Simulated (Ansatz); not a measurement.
The starting structures come from a database of crystals and need not be the phases stable at ambient conditions.

 Where the default PAW files enter, the runs use the earlier of Ansatz's two default sets.

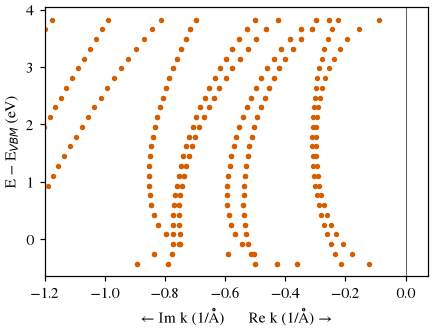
*Complex bands at the centre of the two-dimensional zone; r2SCAN run with Ansatz (an electronic-structure program)*

No gap correction and no spin-orbit coupling; mid-gap values are interpolated between computed energies.

### Question
This is CaHI (P4/nmm, not sure to be the ambient phase, 6 atoms a cell, 22.7 Å³ an atom, 2 GPa at this level) along the normal of (100). Read off the slowest decay at the centre of the two-dimensional zone at 1.78 eV, the computed energy nearest the middle of the gap.

### Answer
κ ≈ 0.30 1/Å, a decay length 1/(2κ) of the density of 1.7 Å.
